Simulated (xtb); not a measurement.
## Geometry relaxation of C$_{2}$H$_{7}$NSi$_{2}$ (part 2 of 3)

The same run, continued: C$_{2}$H$_{7}$NSi$_{2}$, SMILES N#CC[SiH2][SiH3]; GFN2-xTB (xtb 6.7.1). The geometry comes from this level: GFN2-xTB.

Geometry of the input (Å):
```
N  1.7122  -1.2501  1.9723
C  1.0630  -0.3416  1.7182
C  0.2308  0.7589  1.3637
Si -1.0254  0.2298  -0.0043
Si 0.1092  -0.5681  -1.8566
H  0.8608  1.5746  1.0054
H  -0.2947  1.1038  2.2552
H  -1.9248  -0.7315  0.6463
H  -1.8197  1.4499  -0.2180
H  0.9637  0.4682  -2.4479
H  -0.8374  -0.9820  -2.8954
H  0.9623  -1.7118  -1.5388
```

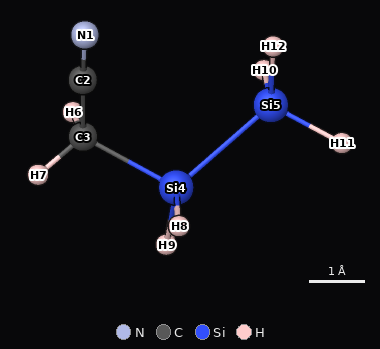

**Figure 1.** The starting structure (ball-and-stick view, seen at a tilt; atoms are numbered from 1 in the order of the input).

Output, continued:
```
........................................................................
.............................. CYCLE    5 ..............................
........................................................................

 iter      E             dE          RMSdq      gap      omega  full diag
   1    -14.3993668 -0.143994E+02  0.936E-03    4.41       0.0  T
   2    -14.3993668 -0.777698E-08  0.574E-03    4.41       5.0  T
   3    -14.3993668  0.139818E-08  0.135E-03    4.41      21.5  T
   4    -14.3993668 -0.373674E-08  0.858E-04    4.41      33.7  T
   5    -14.3993668 -0.116951E-08  0.268E-04    4.41     107.7  T
     SCC iter.                  ...        0 min,  0.003 sec
     gradient                   ...        0 min,  0.003 sec
 * total energy  :   -14.1757934 Eh     change       -0.3102359E-06 Eh
   gradient norm :     0.0000835 Eh/α   predicted    -0.1897549E-06 ( -38.84%)
   displ. norm   :     0.0032410 α      lambda       -0.5495153E-07
   maximum displ.:     0.0028474 α      in ANC's #1, #2, #5, ...

........................................................................
.............................. CYCLE    6 ..............................
........................................................................

 iter      E             dE          RMSdq      gap      omega  full diag
   1    -14.3993333 -0.143993E+02  0.355E-03    4.41       0.0  T
   2    -14.3993333 -0.125406E-08  0.224E-03    4.41      12.9  T
   3    -14.3993333  0.877538E-09  0.709E-04    4.41      40.7  T
   4    -14.3993333 -0.135032E-08  0.355E-04    4.41      81.3  T
     SCC iter.                  ...        0 min,  0.002 sec
     gradient                   ...        0 min,  0.003 sec
 * total energy  :   -14.1757935 Eh     change       -0.5020804E-07 Eh
   gradient norm :     0.0000843 Eh/α   predicted    -0.2685788E-07 ( -46.51%)
   displ. norm   :     0.0037392 α      lambda       -0.5299562E-07
   maximum displ.:     0.0033009 α      in ANC's #1, #2, #3, ...

   *** GEOMETRY OPTIMIZATION CONVERGED AFTER 6 ITERATIONS ***

------------------------------------------------------------------------
 total energy gain   :        -0.0000004 Eh       -0.0002 kcal/mol
 total RMSD          :         0.0028909 a0        0.0015 Å
 total power (kW/mol):        -0.0001585 (step)   -0.0197 (real)
------------------------------------------------------------------------

 ANCopt (total)                0 d,  0 h,  0 min,  0.048 sec
 optimizer setup                ...        0 min,  0.000 sec (  0.197%)
 model hessian                  ...        0 min,  0.001 sec (  2.363%)
 ANC generation                 ...        0 min,  0.000 sec (  0.517%)
 coordinate transformation      ...        0 min,  0.000 sec (  0.140%)
 single point calculation       ...        0 min,  0.044 sec ( 91.955%)
 optimization log               ...        0 min,  0.000 sec (  0.866%)
 hessian update                 ...        0 min,  0.000 sec (  0.106%)
 rational function              ...        0 min,  0.001 sec (  1.154%)

================
 final structure:
================
12
 xtb: 6.7.1
N            1.71248070930762       -1.25033737449174        1.97033226233106
C            1.06334836380396       -0.34132690654233        1.71745949578064
C            0.23058923285397        0.75921077087519        1.36378472052548
Si          -1.02535591626488        0.22985340268463       -0.00397426239798
Si           0.10883356502059       -0.56828593284500       -1.85644547962322
H            0.86048183225793        1.57504617017529        1.00514620044286
H           -0.29441620315482        1.10387399344885        2.25565594582247
H           -1.92435212171301       -0.73210649189947        0.64636940292929
H           -1.82062053608142        1.44920014420450       -0.21756264398568
H            0.96104123144224        0.46942879372113       -2.44855234154580
H           -0.83705120717798       -0.98518272755945       -2.89466609710867
H            0.96502104970581       -1.70938384177157       -1.53754720317043

 Bond Distances (Angstroems)
 ---------------------------
N1-C2=1.1453         C2-N1=1.1453         C2-C3=1.4247         C3-C2=1.4247         C3-Si4=1.9309        C3-H6=1.0913
C3-H7=1.0908         Si4-C3=1.9309        Si4-Si5=2.3141       Si4-H8=1.4685        Si4-H9=1.4714        Si5-Si4=2.3141
Si5-H10=1.4675       Si5-H11=1.4651       Si5-H12=1.4618       H6-C3=1.0913         H7-C3=1.0908         H8-Si4=1.4685
H9-Si4=1.4714        H10-Si5=1.4675       H11-Si5=1.4651       H12-Si5=1.4618
 C  H  Rav=1.0911 sigma=0.0003  Rmin=1.0908  Rmax=1.0913     2
 C  C  Rav=1.4247 sigma=0.0000  Rmin=1.4247  Rmax=1.4247     1
 N  C  Rav=1.1453 sigma=0.0000  Rmin=1.1453  Rmax=1.1453     1
 Si H  Rav=1.4669 sigma=0.0032  Rmin=1.4618  Rmax=1.4714     5
 Si C  Rav=1.9309 sigma=0.0000  Rmin=1.9309  Rmax=1.9309     1
 Si Si Rav=2.3141 sigma=0.0000  Rmin=2.3141  Rmax=2.3141     1

 selected bond angles (degree)
 --------------------
C3-C2-N1=177.77                Si4-C3-C2=110.14               H6-C3-C2=108.76                H6-C3-Si4=110.34
H7-C3-C2=108.81                H7-C3-Si4=110.65               H7-C3-H6=108.08                Si5-Si4-C3=110.05
H8-Si4-C3=105.31               H8-Si4-Si5=115.38              H9-Si4-C3=103.13               H9-Si4-Si5=115.76
H9-Si4-H8=106.04               H10-Si5-Si4=111.33             H11-Si5-Si4=110.43             H11-Si5-H10=106.87
H12-Si5-Si4=112.44             H12-Si5-H10=107.45             H12-Si5-H11=108.10

 selected dihedral angles (degree)
 ---------------------------------
Si4-C3-C2-N1=  3.01           H6-C3-C2-N1=241.98            H7-C3-C2-N1=124.47            Si5-Si4-C3-C2=302.37
Si5-Si4-C3-H6= 62.46          Si5-Si4-C3-H7=182.02          H8-Si4-C3-C2= 67.33           H8-Si4-C3-H6=187.42
H8-Si4-C3-H7=306.98           H9-Si4-C3-C2=178.31           H9-Si4-C3-H6=298.40           H9-Si4-C3-H7= 57.96
H10-Si5-Si4-C3=297.97         H10-Si5-Si4-H8=179.01         H10-Si5-Si4-H9= 54.37         H11-Si5-Si4-C3=179.43
H11-Si5-Si4-H8= 60.46         H11-Si5-Si4-H9=295.82         H12-Si5-Si4-C3= 58.60         H12-Si5-Si4-H8=299.64
H12-Si5-Si4-H9=175.00
           -------------------------------------------------
          |                Final Singlepoint                |
           -------------------------------------------------

          ...................................................
          :                      SETUP                      :
          :.................................................:
          :  # basis functions                  39          :
          :  # atomic orbitals                  37          :
          :  # shells                           19          :
          :  # electrons                        28          :
          :  max. iterations                   250          :
          :  Hamiltonian                  GFN2-xTB          :
          :  restarted?                      false          :
          :  GBSA solvation                  false          :
          :  PC potential                    false          :
          :  electronic temp.          300.0000000     K    :
          :  accuracy                    1.0000000          :
          :  -> integral cutoff          0.2500000E+02      :
          :  -> integral neglect         0.1000000E-07      :
          :  -> SCF convergence          0.1000000E-05 Eh   :
          :  -> wf. convergence          0.1000000E-03 e    :
          :  Broyden damping             0.4000000          :
          :  net charge                          0          :
          :  unpaired electrons                  0          :
          ...................................................

 iter      E             dE          RMSdq      gap      omega  full diag
   1    -14.3993333 -0.143993E+02  0.252E-04    4.41       0.0  T
   2    -14.3993333  0.993694E-11  0.209E-04    4.41     137.8  T
   3    -14.3993333 -0.350630E-09  0.106E-04    4.41     273.2  T

   *** convergence criteria satisfied after 3 iterations ***

         #    Occupation            Energy/Eh            Energy/eV
      -------------------------------------------------------------
         1        2.0000           -0.7767459             -21.1363
       ...           ...                  ...                  ...
         8        2.0000           -0.4524882             -12.3128
         9        2.0000           -0.4442695             -12.0892
        10        2.0000           -0.4387621             -11.9393
        11        2.0000           -0.4359671             -11.8633
        12        2.0000           -0.4216178             -11.4728
        13        2.0000           -0.4105325             -11.1712
        14        2.0000           -0.3852164             -10.4823 (HOMO)
        15                         -0.2232411              -6.0747 (LUMO)
        16                         -0.2199674              -5.9856
        17                         -0.2018243              -5.4919
        18                         -0.1932098              -5.2575
        19                         -0.1890908              -5.1454
       ...                                ...                  ...
        37                          1.1699008              31.8346
      -------------------------------------------------------------
                  HL-Gap            0.1619753 Eh            4.4076 eV
             Fermi-level           -0.3042287 Eh           -8.2785 eV

 SCC (total)                   0 d,  0 h,  0 min,  0.007 sec
 SCC setup                      ...        0 min,  0.000 sec (  1.049%)
 Dispersion                     ...        0 min,  0.000 sec (  0.543%)
 classical contributions        ...        0 min,  0.000 sec (  0.220%)
 integral evaluation            ...        0 min,  0.001 sec ( 21.379%)
 iterations                     ...        0 min,  0.002 sec ( 27.874%)
 molecular gradient             ...        0 min,  0.003 sec ( 47.568%)
 printout                       ...        0 min,  0.000 sec (  1.199%)

         :::::::::::::::::::::::::::::::::::::::::::::::::::::
         ::                     SUMMARY                     ::
         :::::::::::::::::::::::::::::::::::::::::::::::::::::
         :: total energy             -14.175793475240 Eh    ::
         :: gradient norm              0.000085179894 Eh/a0 ::
         :: HOMO-LUMO gap              4.407571806213 eV    ::
         ::.................................................::
         :: SCC energy               -14.399313465157 Eh    ::
         :: -> isotropic ES            0.030032908570 Eh    ::
         :: -> anisotropic ES          0.003874734499 Eh    ::
         :: -> anisotropic XC          0.019603709611 Eh    ::
         :: -> dispersion             -0.008312390437 Eh    ::
         :: repulsion energy           0.223519989917 Eh    ::
         :: add. restraining           0.000000000000 Eh    ::
         :: total charge              -0.000000000000 e     ::
         :::::::::::::::::::::::::::::::::::::::::::::::::::::

           -------------------------------------------------
          |                Numerical Hessian                |
           -------------------------------------------------
step length          :   0.00500
SCC accuracy         :   0.30000
Hessian scale factor :   1.00000
frozen atoms in %    :   0.00000    0
RMS gradient         :   0.00009
estimated CPU  time      0.01 min

writing file <hessian>.

 projected vibrational frequencies (cm⁻¹)
eigval :       -0.00    -0.00    -0.00     0.00     0.00     0.00
eigval :       22.87    47.74   103.62   162.60   351.71   377.89
eigval :      429.10   459.18   462.69   483.73   577.90   643.16
eigval :      708.26   748.70   782.10   804.61   807.94   819.01
eigval :     1021.54  1077.34  1166.35  1418.01  2189.58  2211.73
eigval :     2228.04  2243.09  2274.75  2395.81  2968.74  2979.41
           -------------------------------------------------
          |                Property Printout                |
           -------------------------------------------------

    * Orbital Energies and Occupations

         #    Occupation            Energy/Eh            Energy/eV
      -------------------------------------------------------------
         1        2.0000           -0.7767459             -21.1363
         2        2.0000           -0.6700287             -18.2324
         3        2.0000           -0.6343150             -17.2606
         4        2.0000           -0.6026826             -16.3998
         5        2.0000           -0.5260937             -14.3157
         6        2.0000           -0.5136001             -13.9758
         7        2.0000           -0.4805726             -13.0770
         8        2.0000           -0.4524883             -12.3128
         9        2.0000           -0.4442695             -12.0892
        10        2.0000           -0.4387621             -11.9393
        11        2.0000           -0.4359671             -11.8633
        12        2.0000           -0.4216179             -11.4728
        13        2.0000           -0.4105325             -11.1712
        14        2.0000           -0.3852164             -10.4823 (HOMO)
        15                         -0.2232411              -6.0747 (LUMO)
        16                         -0.2199675              -5.9856
        17                         -0.2018243              -5.4919
        18                         -0.1932099              -5.2575
        19                         -0.1890909              -5.1454
        20                         -0.1709080              -4.6506
        21                         -0.1584293              -4.3111
        22                         -0.1381327              -3.7588
        23                         -0.1000042              -2.7213
        24                         -0.0918880              -2.5004
        25                         -0.0425671              -1.1583
       ...                                ...                  ...
        37                          1.1699007              31.8346
      -------------------------------------------------------------
                  HL-Gap            0.1619753 Eh            4.4076 eV
             Fermi-level           -0.3042287 Eh           -8.2785 eV

     #   Z          covCN         q      C6AA      α(0)
     1   7 N        0.911    -0.276    27.143     7.535
     2   6 C        1.931     0.100    28.618     8.639
     3   6 C        3.698    -0.158    23.750     6.970
     4  14 Si       3.685     0.387   100.079    19.165
     5  14 Si       3.696     0.368   100.507    19.202
     6   1 H        0.924     0.042     2.424     2.435
     7   1 H        0.924     0.050     2.321     2.382
     8   1 H        0.917    -0.094     5.366     3.623
     9   1 H        0.916    -0.100     5.548     3.684
    10   1 H        0.917    -0.105     5.753     3.752
    11   1 H        0.918    -0.117     6.218     3.900
    12   1 H        0.919    -0.095     5.402     3.635

 Mol. C6AA /au·bohr⁶  :       2505.663541
 Mol. C8AA /au·bohr⁸  :      89144.729111
 Mol. α(0) /au        :         84.921701

Wiberg/Mayer (AO) data.
largest (>0.10) Wiberg bond orders for each atom

 ---------------------------------------------------------------------------
     #   Z sym  total        # sym  WBO       # sym  WBO       # sym  WBO
```
